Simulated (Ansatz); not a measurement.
```xyz
10

C    -0.5819   -0.6538   -1.3580
C    -0.3716   -0.6517    1.5965
As   -0.5976   -1.9549    0.1288
H    -0.4868   -1.1909   -2.3133
H    -1.5410   -0.1144   -1.3629
H     0.2395    0.0716   -1.2661
H     0.8894   -2.2944    0.0232
H    -1.3206   -0.1126    1.7369
H     0.4280    0.0740    1.3878
H    -0.1414   -1.1873    2.5293
```

Geometry: r2SCAN-D4/def2-SVP.

Method: Ansatz, isolated molecule in a Gaussian basis; Kohn-Sham density functional theory, functional PBE0.

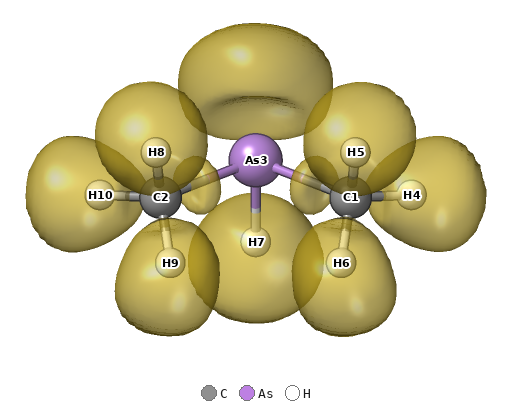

C2H7As (SMILES C[AsH]C). Isosurface of the electron localisation function at 0.8 (yellow), seen from one side. Core shells and regions of very low density are left out.

Question: Where are the electrons localised?

Answer: The surface consists of two regions between bonded As–C atoms (shared pairs), seven regions around hydrogen nuclei and one lobe on As, pointing away from the bonds (lone pairs).

Values along the shortest contacts:
C–As (1.98 Å): the ELF peaks at about 0.90 between the atoms: a covalent bond. C–H (1.10 Å): the ELF climbs to about 1 towards the hydrogen, as it does in any bond to H; an ordinary covalent bond to hydrogen.
